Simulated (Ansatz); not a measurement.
**Molecular dynamics of HCl (part 3 of 3)**

HCl (disordered cell, 12 atoms in the cell); DFT r2SCAN, scalar-relativistic, plane waves, PAW, no spin polarisation (Ansatz 0.2.0); cutoff 500 eV, 1×1×1 k-mesh, Fermi–Dirac smearing of 0.02 eV. It belongs to a series of runs on one base structure; here: dynamics from the start.

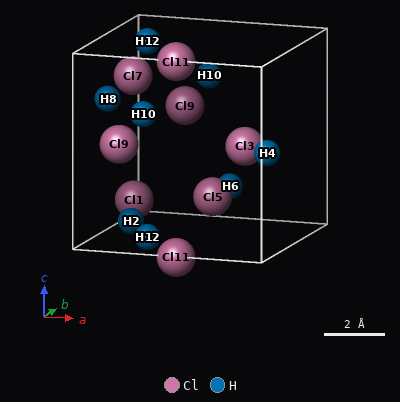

Figure 1. The geometry at step 100 of the log (spheres-only view of the cell of the calculation, seen slightly off an axis; atoms are numbered from 1 in the order of the input).

Trajectory as extended XYZ, continued
```
12
Lattice="6.7387 0.0000 0.0000 0.0000 6.7387 0.0000 0.0000 0.0000 6.7387" Properties=species:S:1:pos:R:3:forces:R:3 step=71 time_fs=35.5 energy=-6603.14944 temperature=218.4
Cl    0.2269    5.5106    0.6446   -0.0683   0.1697   0.1197
H     0.7061    4.3533    0.3257    0.0197  -0.0108  -0.0943
Cl    5.6717    1.3479    3.6198    0.4188  -0.4119  -0.3276
H     6.8138    0.6576    3.5702   -0.6856   0.3371   0.1292
Cl    3.7283    3.5964    1.4287   -0.0998  -0.4047   0.1103
H     4.0250    4.8270    1.3411    0.0921   0.4288  -0.0226
Cl    1.2036    2.6538    5.5889    0.2422   0.2396   0.1338
H     0.2738    2.8773    4.7181   -0.0535  -0.1373   0.0867
Cl    1.8229    6.1900    3.8221   -0.1333  -0.2085  -0.3582
H     2.1456    6.6025    5.0017    0.1557   0.0296   0.0074
Cl    3.5717    7.1262   -0.1424   -0.1639   0.0492   0.2528
H     2.4311    7.2933    0.4467    0.2759  -0.0809  -0.0372
12
Lattice="6.7387 0.0000 0.0000 0.0000 6.7387 0.0000 0.0000 0.0000 6.7387" Properties=species:S:1:pos:R:3:forces:R:3 step=74 time_fs=37.0 energy=-6603.12780 temperature=185.1
Cl    0.2327    5.5140    0.6436    0.0070  -0.0566   0.0599
H     0.6927    4.3444    0.3060   -0.0580   0.2126  -0.0328
Cl    5.6728    1.3471    3.6264    0.0638  -0.2181  -0.3179
H     6.7978    0.6651    3.5759   -0.3550   0.1361   0.1059
Cl    3.7321    3.5949    1.4238   -0.2102  -0.9589   0.1321
H     4.0020    4.8160    1.3542    0.2034   0.9823  -0.0445
Cl    1.2080    2.6522    5.5823    0.9333   0.0743   0.7927
H     0.3083    2.8744    4.7263   -0.7447   0.0608  -0.5659
Cl    1.8253    6.1918    3.8243   -0.1502  -0.2565  -0.4693
H     2.1709    6.6284    4.9843    0.1897   0.0589   0.1199
Cl    3.5697    7.1291   -0.1401   -0.4214   0.1032   0.3865
H     2.4147    7.3120    0.4397    0.5423  -0.1383  -0.1666
12
Lattice="6.7387 0.0000 0.0000 0.0000 6.7387 0.0000 0.0000 0.0000 6.7387" Properties=species:S:1:pos:R:3:forces:R:3 step=78 time_fs=39.0 energy=-6603.14158 temperature=195.1
Cl    0.2395    5.5192    0.6415    0.0521  -0.2278   0.0063
H     0.6688    4.3395    0.2726   -0.1035   0.3752   0.0228
Cl    5.6733    1.3450    3.6340   -0.3495   0.0179  -0.3060
H     6.7756    0.6620    3.5894    0.0399  -0.0964   0.0815
Cl    3.7347    3.5931    1.4193   -0.0841  -0.4598   0.0911
H     3.9777    4.8363    1.3861    0.0794   0.4796  -0.0028
Cl    1.2136    2.6500    5.5753    1.0835   0.0640   0.9588
H     0.3238    2.8602    4.7154   -0.8988   0.0967  -0.7247
Cl    1.8285    6.1932    3.8278   -0.2023  -0.3432  -0.6576
H     2.2199    6.6637    4.9520    0.2480   0.1277   0.3079
Cl    3.5656    7.1342   -0.1366   -0.0198   0.0492   0.1988
H     2.4186    7.3282    0.4204    0.1550  -0.0833   0.0238
12
Lattice="6.7387 0.0000 0.0000 0.0000 6.7387 0.0000 0.0000 0.0000 6.7387" Properties=species:S:1:pos:R:3:forces:R:3 step=82 time_fs=41.0 energy=-6603.16118 temperature=221.3
Cl    0.2465    5.5242    0.6394    0.0523  -0.3061  -0.0235
H     0.6370    4.3367    0.2417   -0.1029   0.4404   0.0531
Cl    5.6727    1.3410    3.6397   -0.4582   0.0945  -0.3059
H     6.7670    0.6521    3.6076    0.1535  -0.1624   0.0768
Cl    3.7359    3.5899    1.4127    0.1415   0.7312   0.0921
H     3.9656    4.8768    1.4224   -0.1425  -0.7161  -0.0004
Cl    1.2212    2.6475    5.5695    0.3967   0.2614   0.3163
H     0.3077    2.8383    4.6851   -0.2245  -0.0921  -0.0744
Cl    1.8316    6.1946    3.8315   -0.1231  -0.2472  -0.4390
H     2.2724    6.7008    4.9330    0.1647   0.0257   0.0912
Cl    3.5621    7.1379   -0.1327    0.5165  -0.0423  -0.0534
H     2.4317    7.3461    0.4098   -0.3738   0.0128   0.2671
12
Lattice="6.7387 0.0000 0.0000 0.0000 6.7387 0.0000 0.0000 0.0000 6.7387" Properties=species:S:1:pos:R:3:forces:R:3 step=85 time_fs=42.5 energy=-6603.14427 temperature=184.6
Cl    0.2511    5.5274    0.6381    0.0246  -0.2818  -0.0204
H     0.6140    4.3394    0.2202   -0.0738   0.4051   0.0508
Cl    5.6727    1.3377    3.6445   -0.3272   0.0252  -0.3118
H     6.7705    0.6420    3.6172    0.0349  -0.0839   0.0835
Cl    3.7377    3.5877    1.4062    0.2030   1.1135   0.1234
H     3.9574    4.8910    1.4448   -0.2011  -1.1012  -0.0288
Cl    1.2272    2.6445    5.5643   -0.1167   0.3903  -0.1637
H     0.2915    2.8231    4.6609    0.2764  -0.2197   0.4098
Cl    1.8334    6.1951    3.8346   -0.0186  -0.1209  -0.1993
H     2.3096    6.7310    4.9212    0.0539  -0.0999  -0.1428
Cl    3.5599    7.1403   -0.1294    0.7093  -0.0806  -0.1484
H     2.4370    7.3605    0.4091   -0.5646   0.0537   0.3478
12
Lattice="6.7387 0.0000 0.0000 0.0000 6.7387 0.0000 0.0000 0.0000 6.7387" Properties=species:S:1:pos:R:3:forces:R:3 step=89 time_fs=44.5 energy=-6603.15125 temperature=199.9
Cl    0.2556    5.5291    0.6358   -0.1607   0.2854   0.1814
H     0.5829    4.3626    0.2016    0.1067  -0.1667  -0.1400
Cl    5.6726    1.3348    3.6517   -0.1641  -0.0856  -0.3224
H     6.7698    0.6219    3.6302   -0.1205   0.0309   0.0915
Cl    3.7400    3.5845    1.3963    0.1752   0.9143   0.1382
H     3.9565    4.8788    1.4634   -0.1702  -0.9008  -0.0406
Cl    1.2328    2.6403    5.5571   -0.3229   0.4355  -0.3568
H     0.2840    2.7959    4.6447    0.4759  -0.2626   0.6001
Cl    1.8365    6.1985    3.8388    0.0481  -0.0501  -0.0921
H     2.3498    6.7656    4.9011   -0.0255  -0.1721  -0.2388
Cl    3.5556    7.1448   -0.1253    0.4496  -0.0288  -0.0198
H     2.4317    7.3866    0.4234   -0.2915   0.0005   0.1991
12
Lattice="6.7387 0.0000 0.0000 0.0000 6.7387 0.0000 0.0000 0.0000 6.7387" Properties=species:S:1:pos:R:3:forces:R:3 step=93 time_fs=46.5 energy=-6603.16668 temperature=203.1
Cl    0.2612    5.5320    0.6337   -0.3058   0.7816   0.3790
H     0.5664    4.3839    0.1891    0.2407  -0.6632  -0.3275
Cl    5.6750    1.3332    3.6604   -0.1114  -0.1570  -0.3351
H     6.7653    0.6028    3.6422   -0.1840   0.0891   0.0946
Cl    3.7441    3.5789    1.3865    0.0158  -0.0730   0.0782
H     3.9559    4.8364    1.4797   -0.0104   0.0923   0.0184
Cl    1.2359    2.6378    5.5525    0.0829   0.3683   0.0245
H     0.3017    2.7552    4.6509    0.0755  -0.1693   0.2222
Cl    1.8393    6.2032    3.8427    0.0999  -0.0263  -0.0680
H     2.3982    6.7923    4.8739   -0.0815  -0.2028  -0.2452
Cl    3.5522    7.1513   -0.1217   -0.1599   0.1128   0.2896
H     2.4117    7.4151    0.4379    0.3383  -0.1526  -0.1306
12
Lattice="6.7387 0.0000 0.0000 0.0000 6.7387 0.0000 0.0000 0.0000 6.7387" Properties=species:S:1:pos:R:3:forces:R:3 step=97 time_fs=48.5 energy=-6603.11868 temperature=205.8
Cl    0.2655    5.5361    0.6312   -0.3192   0.8169   0.4074
H     0.5591    4.3933    0.1705    0.2447  -0.7019  -0.3521
Cl    5.6785    1.3329    3.6689   -0.2828  -0.0881  -0.3454
H     6.7506    0.5880    3.6532   -0.0416   0.0068   0.0889
Cl    3.7482    3.5740    1.3773   -0.2268  -1.6003  -0.0648
H     3.9445    4.7885    1.4840    0.2320   1.6253   0.1590
Cl    1.2372    2.6374    5.5478    0.7142   0.3131   0.6265
H     0.3187    2.7082    4.6677   -0.5422  -0.0799  -0.3683
Cl    1.8400    6.2073    3.8465    0.1560  -0.0138  -0.0688
H     2.4439    6.8233    4.8375   -0.1348  -0.2279  -0.2258
Cl    3.5494    7.1562   -0.1173   -0.2984   0.1567   0.3770
H     2.4079    7.4377    0.4474    0.4988  -0.2069  -0.2337
12
Lattice="6.7387 0.0000 0.0000 0.0000 6.7387 0.0000 0.0000 0.0000 6.7387" Properties=species:S:1:pos:R:3:forces:R:3 step=100 time_fs=50.0 energy=-6603.11881 temperature=240.5
Cl    0.2681    5.5392    0.6295   -0.1838   0.2846   0.1982
H     0.5555    4.3819    0.1489    0.1061  -0.1767  -0.1464
Cl    5.6813    1.3327    3.6758   -0.5146   0.0484  -0.3506
H     6.7344    0.5783    3.6665    0.1669  -0.1373   0.0786
Cl    3.7515    3.5695    1.3697   -0.2154  -1.6364  -0.0903
H     3.9361    4.7833    1.4927    0.2209   1.6624   0.1839
Cl    1.2383    2.6373    5.5454    1.0380   0.3338   0.9311
H     0.3220    2.6614    4.6783   -0.8585  -0.0709  -0.6573
Cl    1.8414    6.2102    3.8491    0.1540  -0.0539  -0.1460
H     2.4784    6.8432    4.8030   -0.1343  -0.1971  -0.1383
Cl    3.5469    7.1592   -0.1136   -0.0543   0.1028   0.2836
H     2.4190    7.4540    0.4508    0.2749  -0.1597  -0.1463
12
Lattice="6.7387 0.0000 0.0000 0.0000 6.7387 0.0000 0.0000 0.0000 6.7387" Properties=species:S:1:pos:R:3:forces:R:3 step=104 time_fs=52.0 energy=-6603.16082 temperature=276.3
Cl    0.2707    5.5439    0.6269    0.0080  -0.4947  -0.1323
H     0.5556    4.3615    0.1170   -0.0850   0.5850   0.1705
Cl    5.6833    1.3301    3.6862   -0.6775   0.1661  -0.3558
H     6.7196    0.5638    3.6837    0.3229  -0.2586   0.0686
Cl    3.7562    3.5633    1.3596    0.0523   0.1375   0.1017
H     3.9273    4.8265    1.5231   -0.0461  -0.1156  -0.0064
Cl    1.2410    2.6380    5.5424    0.6722   0.3989   0.5908
H     0.3042    2.5855    4.6701   -0.4962  -0.1008  -0.2882
Cl    1.8432    6.2147    3.8518    0.2021  -0.0454  -0.1530
H     2.5216    6.8653    4.7650   -0.1938  -0.2109  -0.1210
Cl    3.5430    7.1630   -0.1089    0.5294  -0.0565   0.0216
H     2.4420    7.4728    0.4532   -0.2883  -0.0052   0.1036
12
Lattice="6.7387 0.0000 0.0000 0.0000 6.7387 0.0000 0.0000 0.0000 6.7387" Properties=species:S:1:pos:R:3:forces:R:3 step=108 time_fs=54.0 energy=-6603.09584 temperature=265.7
Cl    0.2740    5.5467    0.6256    0.0595  -0.6884  -0.2317
H     0.5598    4.3620    0.0943   -0.1378   0.7596   0.2574
Cl    5.6841    1.3260    3.6959   -0.4297   0.0232  -0.3452
H     6.7202    0.5399    3.7064    0.1155  -0.1143   0.0566
Cl    3.7609    3.5579    1.3496    0.2357   1.6705   0.3640
H     3.9199    4.8772    1.5623   -0.2281  -1.6521  -0.2680
Cl    1.2422    2.6398    5.5402   -0.1889   0.3225  -0.1903
H     0.2600    2.4879    4.6499    0.3375  -0.0055   0.5120
Cl    1.8452    6.2204    3.8537    0.0925  -0.1772  -0.3355
H     2.5566    6.8662    4.7311   -0.1193  -0.0718   0.0675
Cl    3.5382    7.1661   -0.1049    0.6560  -0.1075  -0.0047
H     2.4496    7.4932    0.4640   -0.3928   0.0407   0.1179
12
Lattice="6.7387 0.0000 0.0000 0.0000 6.7387 0.0000 0.0000 0.0000 6.7387" Properties=species:S:1:pos:R:3:forces:R:3 step=111 time_fs=55.5 energy=-6603.07719 temperature=235.7
Cl    0.2762    5.5469    0.6245    0.0011  -0.4520  -0.1353
H     0.5569    4.3762    0.0866   -0.0856   0.5179   0.1606
Cl    5.6844    1.3240    3.7026   -0.0735  -0.2488  -0.3217
H     6.7223    0.5101    3.7349   -0.2028   0.1357   0.0301
Cl    3.7647    3.5552    1.3442    0.2273   1.7460   0.4120
H     3.9096    4.8752    1.5836   -0.2190  -1.7275  -0.3178
Cl    1.2420    2.6418    5.5375   -0.4661   0.2135  -0.4191
H     0.2362    2.4076    4.6525    0.6001   0.1287   0.7474
Cl    1.8468    6.2250    3.8551    0.0090  -0.2630  -0.4426
H     2.5832    6.8626    4.7103   -0.0724   0.0197   0.1826
Cl    3.5341    7.1679   -0.1026    0.3290  -0.0150   0.1939
H     2.4397    7.5125    0.4740   -0.0471  -0.0551  -0.0901
12
Lattice="6.7387 0.0000 0.0000 0.0000 6.7387 0.0000 0.0000 0.0000 6.7387" Properties=species:S:1:pos:R:3:forces:R:3 step=115 time_fs=57.5 energy=-6603.11655 temperature=291.1
Cl    0.2804    5.5473    0.6230   -0.1002  -0.0356   0.0479
H     0.5589    4.4002    0.0783   -0.0011   0.1029  -0.0177
Cl    5.6845    1.3215    3.7086    0.2836  -0.6180  -0.2937
H     6.7183    0.4664    3.7585   -0.5449   0.4476  -0.0122
Cl    3.7703    3.5519    1.3400    0.0922   0.5828   0.1969
H     3.8933    4.8232    1.5836   -0.0849  -0.5583  -0.1069
Cl    1.2400    2.6450    5.5334   -0.3595   0.1272  -0.3056
H     0.2355    2.2985    4.6865    0.5077   0.2782   0.6496
Cl    1.8476    6.2308    3.8578    0.0831  -0.2405  -0.3868
H     2.6327    6.8527    4.6889   -0.1851  -0.0085   0.1384
Cl    3.5300    7.1703   -0.1012   -0.0053   0.0933   0.3984
H     2.4291    7.5435    0.4784    0.3144  -0.1712  -0.3083
12
Lattice="6.7387 0.0000 0.0000 0.0000 6.7387 0.0000 0.0000 0.0000 6.7387" Properties=species:S:1:pos:R:3:forces:R:3 step=119 time_fs=59.5 energy=-6603.08093 temperature=244.0
Cl    0.2842    5.5470    0.6221   -0.1745   0.2827   0.1932
H     0.5668    4.4219    0.0652    0.0568  -0.2089  -0.1569
Cl    5.6852    1.3182    3.7133    0.2578  -0.7390  -0.3043
H     6.6931    0.4311    3.7635   -0.5696   0.5115  -0.0325
Cl    3.7775    3.5483    1.3358   -0.0897  -1.4167  -0.2228
H     3.8832    4.7566    1.5868    0.0950   1.4494   0.3073
Cl    1.2351    2.6476    5.5297   -0.0245   0.1484  -0.0210
H     0.2564    2.1930    4.7381    0.2176   0.3283   0.3911
Cl    1.8491    6.2385    3.8577    0.2394  -0.1885  -0.2750
H     2.6695    6.8416    4.6814   -0.3408  -0.0822   0.0312
Cl    3.5258    7.1736   -0.1015    0.1772   0.0306   0.3317
H     2.4371    7.5570    0.4802    0.1553  -0.1156  -0.2420
12
Lattice="6.7387 0.0000 0.0000 0.0000 6.7387 0.0000 0.0000 0.0000 6.7387" Properties=species:S:1:pos:R:3:forces:R:3 step=123 time_fs=61.5 energy=-6603.06000 temperature=222.4
Cl    0.2864    5.5485    0.6230   -0.1533   0.2236   0.1586
H     0.5665    4.4293    0.0483    0.0269  -0.1453  -0.1183
Cl    5.6843    1.3149    3.7179   -0.3392  -0.3133  -0.3510
H     6.6404    0.4230    3.7606   -0.0710   0.0499  -0.0250
Cl    3.7875    3.5444    1.3328   -0.1147  -1.8199  -0.3641
H     3.8837    4.7361    1.6133    0.1160   1.8552   0.4441
Cl    1.2294    2.6508    5.5267    0.3450   0.2821   0.2739
H     0.2802    2.1161    4.7911   -0.1007   0.2465   0.1244
Cl    1.8512    6.2461    3.8562    0.3857  -0.1555  -0.1881
H     2.6962    6.8215    4.6837   -0.4489  -0.1363  -0.0602
Cl    3.5216    7.1774   -0.1045    0.5103  -0.0821   0.1889
H     2.4484    7.5586    0.4807   -0.1561  -0.0049  -0.0831
12
Lattice="6.7387 0.0000 0.0000 0.0000 6.7387 0.0000 0.0000 0.0000 6.7387" Properties=species:S:1:pos:R:3:forces:R:3 step=126 time_fs=63.0 energy=-6603.08207 temperature=257.2
Cl    0.2885    5.5501    0.6241   -0.0999   0.0278   0.0495
H     0.5618    4.4318    0.0265   -0.0283   0.0498  -0.0056
Cl    5.6840    1.3113    3.7208   -0.9232   0.1958  -0.3836
H     6.6045    0.4247    3.7574    0.4482  -0.4704  -0.0131
Cl    3.7945    3.5395    1.3313    0.0068  -0.3229  -0.0171
H     3.8898    4.7655    1.6459   -0.0078   0.3575   0.0956
Cl    1.2256    2.6532    5.5249    0.5775   0.4127   0.4500
H     0.2898    2.0741    4.8326   -0.3060   0.1391  -0.0389
Cl    1.8529    6.2528    3.8557    0.3111  -0.2546  -0.2987
H     2.7083    6.7937    4.6840   -0.3476  -0.0493   0.0351
Cl    3.5183    7.1800   -0.1075    0.7716  -0.1704   0.0781
H     2.4554    7.5607    0.4770   -0.4024   0.0849   0.0485
12
Lattice="6.7387 0.0000 0.0000 0.0000 6.7387 0.0000 0.0000 0.0000 6.7387" Properties=species:S:1:pos:R:3:forces:R:3 step=130 time_fs=65.0 energy=-6603.00199 temperature=205.4
Cl    0.2909    5.5512    0.6266   -0.0330  -0.2419  -0.1154
H     0.5513    4.4318   -0.0015   -0.0884   0.3094   0.1602
Cl    5.6839    1.3065    3.7239   -1.3140   0.5678  -0.3942
H     6.5700    0.4108    3.7594    0.7923  -0.8381  -0.0034
Cl    3.8037    3.5320    1.3308    0.1348   1.4901   0.4837
H     3.8921    4.8179    1.6874   -0.1366  -1.4556  -0.4062
Cl    1.2238    2.6537    5.5222    0.5782   0.4351   0.4616
H     0.2772    2.0255    4.8935   -0.3024   0.1369  -0.0515
Cl    1.8525    6.2621    3.8534    0.0156  -0.4807  -0.6238
H     2.7106    6.7463    4.6844   -0.0303   0.1631   0.3377
Cl    3.5148    7.1842   -0.1114    0.9544  -0.2352   0.0105
H     2.4607    7.5610    0.4784   -0.5707   0.1491   0.1408
```

The run was set up as follows.

Input
```yaml
accuracy: low
crystal:
  lattice:
    - [6.738664, 0.0, 0.0]
    - [0.0, 6.738664, 0.0]
    - [0.0, 0.0, 6.738664]
  atoms:
    - { symbol: Cl, position: [0.01549344, 0.81924501, 0.11003156] }
    - { symbol: H, position: [0.08005411, 0.66389388, 0.01471554] }
    - { symbol: Cl, position: [0.83102747, 0.19616716, 0.52190258] }
    - { symbol: H, position: [0.98186913, 0.07663572, 0.54053134] }
    - { symbol: Cl, position: [0.54110508, 0.5461476, 0.23950471] }
    - { symbol: H, position: [0.70160472, 0.64591123, 0.20900332] }
    - { symbol: Cl, position: [0.17499675, 0.4010141, 0.85083009] }
    - { symbol: H, position: [0.01847214, 0.36317182, 0.7412383] }
    - { symbol: Cl, position: [0.26427068, 0.90541434, 0.55147439] }
    - { symbol: H, position: [0.36030541, 0.97596421, 0.70365762] }
    - { symbol: Cl, position: [0.5494363, 1.04382376, -0.03463023] }
    - { symbol: H, position: [0.41246356, 0.99135767, 0.08783229] }
basis:
  ecutwfc: 500.0
kpoints:
  mp_grid: { grid: [1, 1, 1] }
hamiltonian:
  xc: r2scan
scf:
  occupations: { method: fermi_dirac, width: 0.02 }
  lower_state_search: "off"
md:
  timestep: 0.5
  n_steps: 130
  ensemble: nvt_langevin
  temperature: 350.0
  initial_velocities: maxwell_boltzmann
  seed: 253897
  friction: 0.02
```

Command:
```bash
ansatz run input.yaml --threads 1 --pin off --max-ram 3072MiB --backend cpu --events-out ev --progress --plain --runs-dir out
```

Results in brief

```tsv
quantity	value
outcome	finished
mean temperature over the second half	231 K
trajectory	130 steps, 65 fs
ensemble	nvt_langevin
temperature in the input	350.0 K
time step	0.5 fs
electrons treated	48
potential energy (free energy of the electrons) (last step)	−6603.0020 eV
Fermi energy (last step)	−0.282 eV
largest force (length of the vector) (last step)	1.572 eV/Å
hardware	1 thread of Arm Neoverse V1, 24 GiB of memory available, shared host
wall time	17 min
peak memory	0.58 GiB
```

The input asks for low accuracy. The k-point mesh is coarse for a cell of this size, so the results may not be converged. So short a trajectory is not equilibrated. The logged temperature at the start can lie below the typed one, since it is counted over all degrees of freedom. The temperature stays far from the 350 K of the thermostat over the second half: the run isn't equilibrated.
